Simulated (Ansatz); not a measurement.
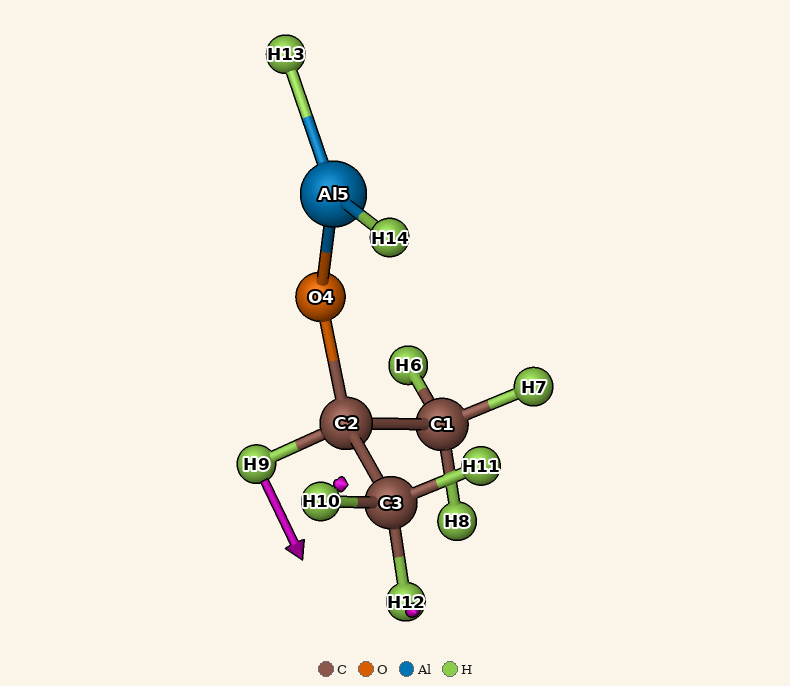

The arrows show one normal mode. Harmonic vibrations computed with RKS PBE0-D4/def2-TZVP (Ansatz 0.2.0) at a stationary point of the same level.

Question: What kind of motion is it?

Answer: Mostly angle bending.

Question: At what wavenumber does it lie?

Answer: 1377 cm⁻¹; it is mode 21 of 36 counted from the lowest.
